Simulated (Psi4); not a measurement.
# U-wB97X-V/aug-cc-pVDZ run of CHFNSi (SMILES N#C[SiH]F)

Aim: the vertical electron affinity of CHFNSi at U-wB97X-V/aug-cc-pVDZ, from 2 runs. The job is set up through a QCSchema input.

Program for the calculation: Psi4 1.11.

6 further runs of the same task are left out: 5 that didn't finish, 1 set aside as unsound or not needed.

## Step 1: The molecule

CHFNSi has 5 atoms, charge 0, and is taken as a doublet. SMILES: `N#C[SiH]F`. The shape is that of a PBE0-D4/def2-TZVP optimisation.

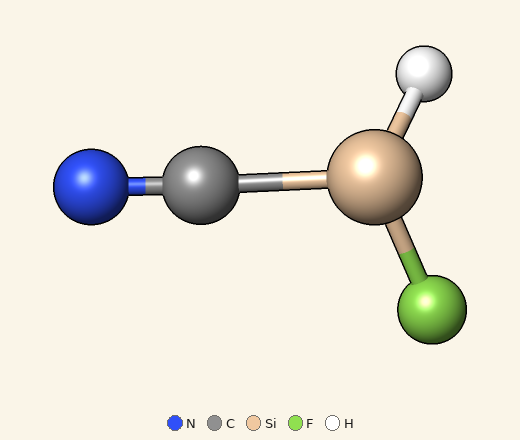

The structure, seen from a chosen angle (nitrogen blue, carbon grey, silicon light orange, fluorine green, hydrogen white).

## Step 2: The energy at U-wB97X-V/aug-cc-pVDZ

The input, job.json:

```json
{
 "schema_name": "qcschema_input",
 "schema_version": 1,
 "molecule": {
  "schema_name": "qcschema_molecule",
  "schema_version": 2,
  "symbols": ["N", "C", "Si", "F", "H"],
  "geometry": [2.54621698, -2.19964121, 2.62917596, 1.34888651, -1.11493841, 1.16444924, -0.27608899, 0.56238249, -1.40501137, -3.00523146, -0.65592394, -1.73420166, -0.51948571, 3.2692262, -0.73245785],
  "molecular_charge": 0,
  "molecular_multiplicity": 2,
  "fix_symmetry": "c1"
 },
 "driver": "energy",
 "model": {
  "method": "wb97x-v",
  "basis": "aug-cc-pVDZ"
 },
 "keywords": {
  "reference": "uks",
  "puream": true,
  "e_convergence": 1e-09,
  "d_convergence": 1e-08,
  "scf_type": "pk",
  "dft_radial_points": 99,
  "dft_spherical_points": 590,
  "maxiter": 200
 }
}
```

Command:

```console
psi4 --qcschema job.json -n 1 --memory 1600MB
```

stdout:

```text
[...]
                   'protocols': {'error_correction': {'default_policy': True, 'policies': None},
                                 'native_files': 'none',
[...]
  Running in c1 symmetry.
[...]
  Nuclear repulsion =  130.764801299760478
[...]
  Multiplicity = 2
[...]
  Nalpha       = 19
  Nbeta        = 18
[...]
    Number of basis functions: 105
[...]
   @UKS iter   1:  -482.50016066287020   -8.55296e-01   5.55620e-03 DIIS/ADIIS
[...]
   @UKS iter  16:  -482.69102704983067   -1.43245e-11   7.53687e-09 DIIS
[...]
   @S^2 Observed:                7.531797144E-01
[...]
    Orbital Energies [Eh]
    ---------------------
    Alpha Occupied:
       1A    -66.262828     2A    -24.817288     3A    -14.460974
       4A    -10.328443     5A     -5.494937     6A     -3.847345
       7A     -3.846151     8A     -3.842908     9A     -1.362424
      10A     -1.063859    11A     -0.757060    12A     -0.644176
      13A     -0.606176    14A     -0.594942    15A     -0.539612
      16A     -0.497292    17A     -0.482795    18A     -0.476655
      19A     -0.354217
    Alpha Virtual:
      20A      0.015073    21A      0.039644    22A      0.049617
      23A      0.052974    24A      0.062753    25A      0.065909
[...]
  @UKS Final Energy:  -482.69102704983067
   => Energetics <=
    Nuclear Repulsion Energy =            130.7648012997604781
    One-Electron Energy =                -925.1377968235894969
    Two-Electron Energy =                 343.5794576573995300
    DFT Exchange-Correlation Energy =     -32.0508155159996306
    Empirical Dispersion Energy =           0.0000000000000000
    VV10 Nonlocal Energy =                  0.1533263325983848
    Total Energy =                       -482.6910270498306659
[...]
 Multipole Moments:
 ------------------------------------------------------------------------------------
     Multipole            Electronic (a.u.)      Nuclear  (a.u.)        Total (a.u.)
 ------------------------------------------------------------------------------------
 L = 1.  Multiply by 2.5417464519 to convert [e a0] to [Debye]
 Dipole X            :         -1.4825435            1.2366637           -0.2458798
 Dipole Y            :         -1.1182250            1.9626300            0.8444050
 Dipole Z            :         -1.2826353            0.4841691           -0.7984661
 Magnitude           :                                                    1.1878657
[...]
```

The result, in JSON:

```text
{
 "driver": "energy",
 "model": {
  "method": "wb97x-v",
  "basis": "aug-cc-pVDZ"
 },
 "success": true,
 "return_result": -482.69102704983067,
 "properties": {
  "calcinfo_nbasis": 105,
  "calcinfo_nmo": 105,
  "calcinfo_nalpha": 19,
  "calcinfo_nbeta": 18,
  "calcinfo_natom": 5,
  "nuclear_repulsion_energy": 130.76480129976048,
  "return_energy": -482.69102704983067,
  "scf_one_electron_energy": -925.1377968235895,
  "scf_two_electron_energy": 343.57945765739953,
  "scf_vv10_energy": 0.1533263325983848,
  "scf_xc_energy": -32.05081551599963,
  "scf_dipole_moment": [-0.24587980181469504, 0.8444050017988665, -0.7984661379700122],
  "scf_total_energy": -482.69102704983067,
  "scf_iterations": 16
 }
}
```

It took 3.2 min on 1 thread of AMD EPYC 7R43 (Zen 3), shared host; peak memory 0.84 GiB.

## Step 3: The singlet anion at the same level

The input, job.json:

```json
{
  "schema_name": "qcschema_input",
  "schema_version": 1,
  "molecule": {
    "schema_name": "qcschema_molecule",
    "schema_version": 2,
    "symbols": ["N", "C", "Si", "F", "H"],
    "geometry": [2.54621698, -2.19964121, 2.62917596, 1.34888651, -1.11493841, 1.16444924, -0.27608899, 0.56238249, -1.40501137, -3.00523146, -0.65592394, -1.73420166, -0.51948571, 3.2692262, -0.73245785],
    "molecular_charge": -1,
    "molecular_multiplicity": 1,
    "fix_symmetry": "c1",
    "fix_com": true,
    "fix_orientation": true
  },
  "driver": "energy",
  "model": {
    "method": "wb97x-v",
    "basis": "aug-cc-pVDZ"
  },
  "keywords": {
    "puream": true,
    "e_convergence": 1e-09,
    "d_convergence": 1e-08,
    "scf_type": "pk",
    "dft_radial_points": 99,
    "dft_spherical_points": 590
  }
}
```

Command:

```console
psi4 --qcschema job.json -n 1 --memory 1600MB
```

stdout:

```text
[...]
                   'protocols': {'error_correction': {'default_policy': True, 'policies': None},
                                 'native_files': 'none',
[...]
  Running in c1 symmetry.
[...]
  Nuclear repulsion =  130.764801299760478
[...]
  Multiplicity = 1
[...]
  Nalpha       = 19
  Nbeta        = 19
[...]
    Number of basis functions: 105
[...]
   @RKS iter   1:  -482.50263507490337   -8.57770e-01   6.38530e-03 ADIIS/DIIS
[...]
   @RKS iter  14:  -482.75754967806614   -5.80371e-11   9.27973e-09 DIIS
[...]
    Orbital Energies [Eh]
    ---------------------
    Doubly Occupied:
       1A    -65.981826     2A    -24.591792     3A    -14.247307
       4A    -10.127361     5A     -5.217392     6A     -3.570476
       7A     -3.567289     8A     -3.563105     9A     -1.139849
      10A     -0.859931    11A     -0.522012    12A     -0.423776
      13A     -0.384068    14A     -0.372369    15A     -0.324174
      16A     -0.290027    17A     -0.280599    18A     -0.271631
      19A     -0.070410
[...]
  @RKS Final Energy:  -482.75754967806614
   => Energetics <=
    Nuclear Repulsion Energy =            130.7648012997604781
    One-Electron Energy =                -933.7041902640945636
    Two-Electron Energy =                 352.1918973894318583
    DFT Exchange-Correlation Energy =     -32.1657629122816644
    Empirical Dispersion Energy =           0.0000000000000000
    VV10 Nonlocal Energy =                  0.1557048091177361
    Total Energy =                       -482.7575496780661410
[...]
 Multipole Moments:
 ------------------------------------------------------------------------------------
     Multipole            Electronic (a.u.)      Nuclear  (a.u.)        Total (a.u.)
 ------------------------------------------------------------------------------------
 L = 1.  Multiply by 2.5417464519 to convert [e a0] to [Debye]
 Dipole X            :          4.7102621           -5.5149768           -0.8047147
 Dipole Y            :         17.4941661          -16.8478533            0.6463128
 Dipole Z            :         11.2125055          -10.6195048            0.5930007
 Magnitude           :                                                    1.1903511
[...]
```

The result, in JSON:

```text
{
 "driver": "energy",
 "model": {
  "method": "wb97x-v",
  "basis": "aug-cc-pVDZ"
 },
 "success": true,
 "return_result": -482.75754967806614,
 "properties": {
  "calcinfo_nbasis": 105,
  "calcinfo_nmo": 105,
  "calcinfo_nalpha": 19,
  "calcinfo_nbeta": 19,
  "calcinfo_natom": 5,
  "nuclear_repulsion_energy": 130.76480129976048,
  "return_energy": -482.75754967806614,
  "scf_one_electron_energy": -933.7041902640946,
  "scf_two_electron_energy": 352.19189738943186,
  "scf_vv10_energy": 0.15570480911773613,
  "scf_xc_energy": -32.165762912281664,
  "scf_dipole_moment": [-0.8047146730862949, 0.6463127733428422, 0.5930007264575607],
  "scf_total_energy": -482.75754967806614,
  "scf_iterations": 14
 }
}
```

Run time: 2.6 min. Hardware: 1 thread of AMD EPYC 7R43 (Zen 3), shared host; peak memory 0.86 GiB.

## Step 4: Results

At U-wB97X-V/aug-cc-pVDZ:

```
                                                            quantity          value
                                        doublet CHFNSi: total energy  -482.69103 Eh
                                       doublet CHFNSi: dipole moment         3.02 D
                  doublet CHFNSi: HOMO energy (highest over α and β)       -9.64 eV
                   doublet CHFNSi: LUMO energy (lowest over α and β)       -1.86 eV
                                                doublet CHFNSi: ⟨S²⟩          0.753
                                         singlet anion: total energy  -482.75755 Eh
                                          singlet anion: HOMO energy       -1.92 eV
                                          singlet anion: LUMO energy        4.41 eV
singlet anion: HOMO–LUMO gap (to an unbound level, set by the basis)        6.33 eV
                   vertical electron affinity (to the singlet anion)       1.810 eV
```

What this shows: At fixed nuclei the extra electron is bound by 1.81 eV (175 kJ/mol).
